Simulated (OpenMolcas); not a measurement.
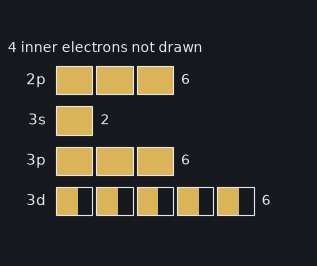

The outer shells of the leading configuration of the lowest level: a box for each of the 2l + 1 orbitals, shaded by the share of the shell that is filled, with the electron count at the right.

Multiconfigurational calculation: Fe²⁺ (part 1 of 2)

- system: Fe²⁺, among 6 point charges of −2 e at 2.24 Å, tetragonal octahedron (D4h), axial distortion 1.17, whose field is part of the energies.
- method: state-averaged CASSCF, active space 6 electrons in the shell 3d, basis ANO-RCC-VDZP, DKH2 scalar Hamiltonian, spin-orbit coupling by RASSI with atomic mean-field integrals (OpenMolcas)

Output (extracts):
```
--- SEWARD ---
Basis set label: FE.ANO-RCC...5S4P2D1F.

      Electronic valence basis set:
      ------------------
      Associated Effective Charge  26.000000 au
      Associated Actual Charge     26.000000 au
      Nuclear Model: Point charge

      Shell  nPrim  nBasis  Cartesian Spherical Contaminant
         s      21       5        X
         p      15       4        X
         d      10       2                 X
         f       6       1                 X
                  Relativistic Douglas-Kroll-Hess integrals:
                    - DKH order of Hamiltonian: 2
                    - DKH order of Properties : 0
                  Atomic mean-field integrals
--- RASSCF ---
Wave function specifications:
      -----------------------------

      Number of closed shell electrons          18
      Number of electrons in active shells       6
      Max number of holes in RAS1 space          0
      Max nr of electrons in RAS3 space          0
      Number of inactive orbitals                9
      Number of active orbitals                  5
      Number of secondary orbitals              20
      Spin quantum number                      2.0
      State symmetry                             1
Orbital specifications:
      -----------------------

      Symmetry species                           1   2
                                                ag  au
      Frozen orbitals                            0   0
      Inactive orbitals                          3   6
      Active orbitals                            5   0
      RAS1 orbitals                              0   0
      RAS2 orbitals                              5   0
      RAS3 orbitals                              0   0
      Secondary orbitals                         7  13
      Deleted orbitals                           0   0
      Number of basis functions                 15  19
      Number of CSFs                             5
      Number of root(s) required                 5
      Iter CI   SX   CI       RASSCF       Energy    max ROT     max BLB   max BLB  Level Ln srch  Step   QN
          iter iter root      energy       change     param      element    value   shift minimum  type update
 Nr of preliminary CI iterations:   1
      Total energies have been shifted. Add                -1000.00 au
        1   1    7    0  -275.87027118    0.00E+00   9.03E-02    8  15 1  1.95E-01*  0.28   0.00    SX    NO
        2   1    7    0  -275.90272563   -3.25E-02*  3.56E-02    6  12 2  1.50E-01*  0.46   0.00    SX    NO
        3   1    7    0  -275.91223665   -9.51E-03* -2.05E-02    4  10 2 -6.06E-02*  0.36   0.00    SX    NO
        4   1    6    0  -275.91442624   -2.19E-03*  1.07E-02    6  12 2  3.76E-02*  0.41   0.00    SX    NO
        5   1    6    0  -275.91515454   -7.28E-04* -3.59E-03    4  10 2 -2.00E-02*  0.38   0.66    QN   YES
        6   1    5    0  -275.91545152   -2.97E-04* -1.42E-03    6   9 1 -1.33E-03*  0.39   1.03    QN   YES
        7   1    5    0  -275.91545714   -5.62E-06* -1.53E-03    6   9 1 -7.32E-04*  0.39   2.08    LS   YES
        8   1    6    0  -275.91545922   -2.08E-06*  2.81E-04    6  12 2  5.69E-04*  0.39   1.00    QN   YES
        9   1    5    0  -275.91545957   -3.49E-07* -8.28E-05    8  15 1 -1.13E-04*  0.39   1.16    QN   YES
       10   1    4    0  -275.91545959   -1.68E-08*  2.18E-05    5  12 1  2.33E-05   0.39   1.23    QN   YES
       11   1    3    0  -275.91545959   -1.44E-09   2.55E-06    7  14 1  5.21E-06   0.39   1.13    QN   YES
      Convergence after 11 iterations
       12   1    3    0  -275.91545959   -4.07E-11   2.55E-06    8  15 1  7.04E-07   0.39   1.13    QN   YES
      Natural orbitals and occupation numbers for root  1
      sym 1:   1.000000   2.000000   1.000000   1.000000   1.000000
      Natural orbitals and occupation numbers for root  2
      sym 1:   1.000000   1.000000   1.000000   2.000000   1.000000
      Natural orbitals and occupation numbers for root  3
      sym 1:   2.000000   1.000000   1.000000   1.000000   1.000000
::    RASSCF root number  1 Total energy:  -1275.92514623
::    RASSCF root number  2 Total energy:  -1275.92514623
::    RASSCF root number  3 Total energy:  -1275.91803355
::    RASSCF root number  4 Total energy:  -1275.91332817
::    RASSCF root number  5 Total energy:  -1275.89564378
--- RASSCF ---
Wave function specifications:
      -----------------------------

      Number of closed shell electrons          18
      Number of electrons in active shells       6
      Max number of holes in RAS1 space          0
      Max nr of electrons in RAS3 space          0
      Number of inactive orbitals                9
      Number of active orbitals                  5
      Number of secondary orbitals              20
      Spin quantum number                      1.0
      State symmetry                             1
Orbital specifications:
      -----------------------

      Symmetry species                           1   2
                                                ag  au
      Frozen orbitals                            0   0
      Inactive orbitals                          3   6
      Active orbitals                            5   0
      RAS1 orbitals                              0   0
      RAS2 orbitals                              5   0
      RAS3 orbitals                              0   0
      Secondary orbitals                         7  13
      Deleted orbitals                           0   0
      Number of basis functions                 15  19
      Number of CSFs                            45
      Number of root(s) required                45
      Iter CI   SX   CI       RASSCF       Energy    max ROT     max BLB   max BLB  Level Ln srch  Step   QN
          iter iter root      energy       change     param      element    value   shift minimum  type update
 Nr of preliminary CI iterations:   1
      Total energies have been shifted. Add                -1000.00 au
        1   1    5    0  -275.76050660    0.00E+00   9.79E-03    8  15 1 -2.08E-02*  0.39   0.00    SX    NO
        2   1    6    0  -275.76117546   -6.69E-04* -3.18E-03    6  10 2 -1.93E-02*  0.36   0.00    SX    NO
        3   1    6    0  -275.76129170   -1.16E-04*  2.42E-03    4  12 2  6.26E-03*  0.37   0.00    SX    NO
        4   1    6    0  -275.76132405   -3.23E-05* -1.25E-03    6  10 2 -4.83E-03*  0.37   0.00    SX    NO
        5   1    6    0  -275.76133416   -1.01E-05*  4.74E-04    4  12 2  2.46E-03*  0.37   0.64    QN   YES
        6   1    5    0  -275.76133912   -4.96E-06* -8.23E-05    4   9 1  7.87E-05   0.37   1.01    QN   YES
        7   1    4    0  -275.76133915   -3.43E-08* -9.78E-05    4   9 1  4.48E-05   0.37   2.19    LS   YES
        8   1    4    0  -275.76133917   -1.44E-08* -2.04E-05    8  15 1  3.12E-05   0.37   1.00    QN   YES
        9   1    4    0  -275.76133917   -2.57E-09  -1.07E-05    4  12 2  1.03E-05   0.37   1.31    QN   YES
      Convergence after  9 iterations
       10   1    4    0  -275.76133917   -2.50E-10  -1.07E-05    4  12 2  2.16E-06   0.37   1.31    QN   YES
      Natural orbitals and occupation numbers for root  1
      sym 1:   0.314736   1.194059   1.670247   1.770906   1.050051
      Natural orbitals and occupation numbers for root  2
      sym 1:   1.050051   1.770906   1.670247   1.194059   0.314736
      Natural orbitals and occupation numbers for root  3
      sym 1:   0.585974   1.605918   1.297604   1.605918   0.904586
::    RASSCF root number  1 Total energy:  -1275.82810998
::    RASSCF root number  2 Total energy:  -1275.82810998
::    RASSCF root number  3 Total energy:  -1275.82289791
::    RASSCF root number  4 Total energy:  -1275.82261605
::    RASSCF root number  5 Total energy:  -1275.82041483
::    RASSCF root number  6 Total energy:  -1275.82041483
::    RASSCF root number  7 Total energy:  -1275.81982758
::    RASSCF root number  8 Total energy:  -1275.81746451
::    RASSCF root number  9 Total energy:  -1275.81746451
::    RASSCF root number 10 Total energy:  -1275.81416693
::    RASSCF root number 11 Total energy:  -1275.81414934
::    RASSCF root number 12 Total energy:  -1275.80712411
::    RASSCF root number 13 Total energy:  -1275.80712411
::    RASSCF root number 14 Total energy:  -1275.80428834
::    RASSCF root number 15 Total energy:  -1275.80424186
::    RASSCF root number 16 Total energy:  -1275.79980410
::    RASSCF root number 17 Total energy:  -1275.79973827
::    RASSCF root number 18 Total energy:  -1275.79973827
::    RASSCF root number 19 Total energy:  -1275.79695175
::    RASSCF root number 20 Total energy:  -1275.79695175
::    RASSCF root number 21 Total energy:  -1275.79301084
::    RASSCF root number 22 Total energy:  -1275.79164675
::    RASSCF root number 23 Total energy:  -1275.79164675
::    RASSCF root number 24 Total energy:  -1275.79159604
::    RASSCF root number 25 Total energy:  -1275.78896848
::    RASSCF root number 26 Total energy:  -1275.78201949
::    RASSCF root number 27 Total energy:  -1275.78183328
::    RASSCF root number 28 Total energy:  -1275.78022301
::    RASSCF root number 29 Total energy:  -1275.77904755
::    RASSCF root number 30 Total energy:  -1275.77904755
--- RASSCF ---
Wave function specifications:
      -----------------------------

      Number of closed shell electrons          18
      Number of electrons in active shells       6
      Max number of holes in RAS1 space          0
      Max nr of electrons in RAS3 space          0
      Number of inactive orbitals                9
      Number of active orbitals                  5
      Number of secondary orbitals              20
      Spin quantum number                      0.0
      State symmetry                             1
Orbital specifications:
      -----------------------

      Symmetry species                           1   2
                                                ag  au
      Frozen orbitals                            0   0
      Inactive orbitals                          3   6
      Active orbitals                            5   0
      RAS1 orbitals                              0   0
      RAS2 orbitals                              5   0
      RAS3 orbitals                              0   0
      Secondary orbitals                         7  13
      Deleted orbitals                           0   0
      Number of basis functions                 15  19
      Number of CSFs                            50
      Number of root(s) required                50
      Iter CI   SX   CI       RASSCF       Energy    max ROT     max BLB   max BLB  Level Ln srch  Step   QN
          iter iter root      energy       change     param      element    value   shift minimum  type update
 Nr of preliminary CI iterations:   1
      Total energies have been shifted. Add                -1000.00 au
        1   1    5    0  -275.68469338    0.00E+00  -4.74E-03    6  11 1 -9.18E-03*  0.36   0.00    SX    NO
        2   1    6    0  -275.68485621   -1.63E-04*  1.65E-03    4  12 2 -9.71E-03*  0.35   0.00    SX    NO
        3   1    6    0  -275.68488597   -2.98E-05*  1.24E-03    4  12 2  3.36E-03*  0.36   0.00    SX    NO
        4   1    6    0  -275.68489471   -8.74E-06* -6.68E-04    4  12 2 -2.56E-03*  0.36   0.00    SX    NO
        5   1    6    0  -275.68489761   -2.90E-06*  2.54E-04    4  12 2  1.37E-03*  0.36   0.63    QN   YES
        6   1    5    0  -275.68489913   -1.52E-06* -5.01E-05    4   9 1  4.70E-05   0.36   1.01    QN   YES
        7   1    4    0  -275.68489914   -1.03E-08* -6.86E-05    4   9 1  2.72E-05   0.36   2.31    QN   YES
        8   1    4    0  -275.68489915   -5.50E-09  -5.19E-06    4  12 2  5.18E-06   0.36   1.02    QN   YES
      Convergence after  8 iterations
        9   1    4    0  -275.68489915   -5.78E-11  -5.19E-06    4  12 2  1.80E-06   0.36   1.02    QN   YES
      Natural orbitals and occupation numbers for root  1
      sym 1:   0.246727   1.867086   1.857840   1.867086   0.161261
      Natural orbitals and occupation numbers for root  2
      sym 1:   0.936312   1.148278   1.794494   1.830098   0.290818
      Natural orbitals and occupation numbers for root  3
      sym 1:   0.290818   1.830098   1.794494   1.148278   0.936312
::    RASSCF root number  1 Total energy:  -1275.78404679
::    RASSCF root number  2 Total energy:  -1275.77939910
::    RASSCF root number  3 Total energy:  -1275.77939910
::    RASSCF root number  4 Total energy:  -1275.77596487
::    RASSCF root number  5 Total energy:  -1275.77258564
::    RASSCF root number  6 Total energy:  -1275.77173693
::    RASSCF root number  7 Total energy:  -1275.77139344
::    RASSCF root number  8 Total energy:  -1275.77139344
::    RASSCF root number  9 Total energy:  -1275.76713919
::    RASSCF root number 10 Total energy:  -1275.76374908
::    RASSCF root number 11 Total energy:  -1275.76261954
::    RASSCF root number 12 Total energy:  -1275.76215868
::    RASSCF root number 13 Total energy:  -1275.76215868
::    RASSCF root number 14 Total energy:  -1275.75743227
::    RASSCF root number 15 Total energy:  -1275.75389386
::    RASSCF root number 16 Total energy:  -1275.75323881
::    RASSCF root number 17 Total energy:  -1275.75323881
::    RASSCF root number 18 Total energy:  -1275.75140157
::    RASSCF root number 19 Total energy:  -1275.75005018
::    RASSCF root number 20 Total energy:  -1275.74809445
::    RASSCF root number 21 Total energy:  -1275.74722774
::    RASSCF root number 22 Total energy:  -1275.74722774
::    RASSCF root number 23 Total energy:  -1275.73177481
::    RASSCF root number 24 Total energy:  -1275.73012316
::    RASSCF root number 25 Total energy:  -1275.71890630
::    RASSCF root number 26 Total energy:  -1275.71890630
::    RASSCF root number 27 Total energy:  -1275.71703050
::    RASSCF root number 28 Total energy:  -1275.70380024
::    RASSCF root number 29 Total energy:  -1275.69597483
::    RASSCF root number 30 Total energy:  -1275.69597483
--- RASSI ---
SPIN-FREE ENERGIES:
  (Shifted by EMIN (a.u.) =      -1275.9251462272)

 SF State       Relative EMIN(au)   Rel lowest level(eV)    D:o, cm**(-1)      L_eff

     1             0.0000000000        0.0000000000              0.0000         2.0
     2             0.0000000000        0.0000000000              0.0000         2.0
     3             0.0071126728        0.1935456858           1561.0512         2.0
     4             0.0118180595        0.3215857810           2593.7642         2.0
     5             0.0295024474        0.8028024919           6475.0388         2.0
     6             0.0970362468        2.6404907911          21296.9945         4.5
     7             0.0970362468        2.6404907911          21296.9945         4.5
     8             0.1022483139        2.7823183628          22440.9110         4.7
     9             0.1025301813        2.7899883650          22502.7737         4.7
    10             0.1047313943        2.8498864236          22985.8842         4.9
    11             0.1047313943        2.8498864236          22985.8842         4.9
    12             0.1053186467        2.8658663753          23114.7712         4.3
    13             0.1076817189        2.9301688446          23633.4056         4.5
    14             0.1076817189        2.9301688446          23633.4056         4.5
    15             0.1109793021        3.0199006559          24357.1414         4.8
    16             0.1109968826        3.0203790432          24360.9999         5.0
    17             0.1180221185        3.2115454531          25902.8610         2.9
    18             0.1180221185        3.2115454531          25902.8610         2.9
    19             0.1208578883        3.2887106807          26525.2405         2.2
    20             0.1209043695        3.2899754969          26535.4419         3.6
    21             0.1253421226        3.4107329102          27509.4161         3.1
    22             0.1254079602        3.4125244442          27523.8658         3.6
    23             0.1254079602        3.4125244442          27523.8658         3.6
    24             0.1281944775        3.4883494430          28135.4357         2.9
    25             0.1281944775        3.4883494430          28135.4357         2.9
    26             0.1321353862        3.5955870307          29000.3652         3.9
    27             0.1334994747        3.6327057698          29299.7480         3.9
    28             0.1334994747        3.6327057698          29299.7480         3.9
    29             0.1335501904        3.6340858136          29310.8788         3.7
    30             0.1361777464        3.7055852542          29887.5607         4.0
    51             0.1410994409        3.8395113847          30967.7478         5.2
    31             0.1431267350        3.8946768687          31412.6874         4.1
    32             0.1433129424        3.8997438307          31453.5552         4.0
    33             0.1449232151        3.9435615808          31806.9692         3.8
    52             0.1457471246        3.9659813018          31987.7964         5.5
    53             0.1457471246        3.9659813018          31987.7964         5.5
    34             0.1460986758        3.9755474973          32064.9530         3.8
    35             0.1460986758        3.9755474973          32064.9530         3.8
    54             0.1491813595        4.0594315952          32741.5239         5.7
    55             0.1525605846        4.1513849938          33483.1781         5.5
Eigenvalues of complex Hamiltonian:
   -----------------------------------
  (Shifted by EMIN (a.u.) =      -1275.9251462272)

 SO State       Relative EMIN(au)   Rel lowest level(eV)    D:o, cm**(-1)     J-value
```

(Continued in part 2.) Outcome of the run: converged.
